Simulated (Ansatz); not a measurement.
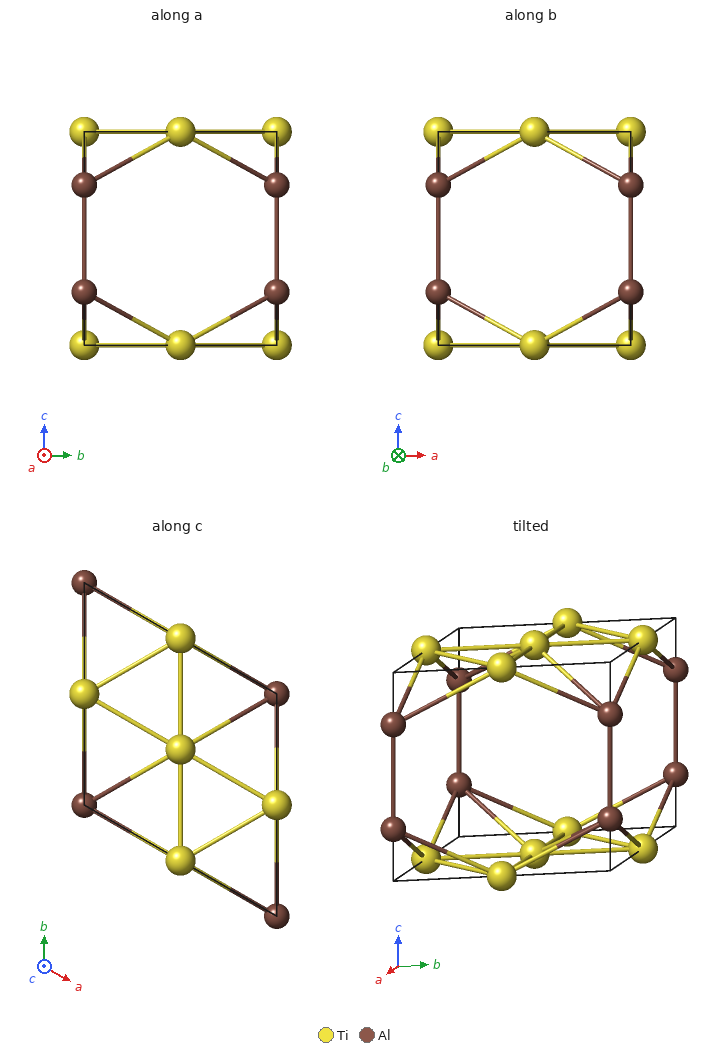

We look at a ball-and-stick model of the crystal along the a axis, along the b axis, along the c axis and slightly off an axis. The outline marks the conventional unit cell.

Lattice parameters: a = 5.226 Å, b = 5.226 Å, c = 5.015 Å, α = 90.00°, β = 90.00°, γ = 120.00°. Put a along x and b in the xy plane.

Convert the drawing into a POSCAR file, with free fractional coordinates to two decimals.

```
Ti Al
1.0
     5.226    0.000    0.000
    -2.613    4.525    0.000
     0.000    0.000    5.015
Ti Al
3 2
Direct
  0.50 0.00 0.00
  0.00 0.50 0.00
  0.50 0.50 0.00
  0.00 0.00 0.25
  0.00 0.00 0.75
```

The initial geometry was a random cell made by a generator, so it need not be a real form of the compound. It is drawn as it came out of a relaxation with Ansatz, DFT PBE, scalar-relativistic, plane waves, PAW.
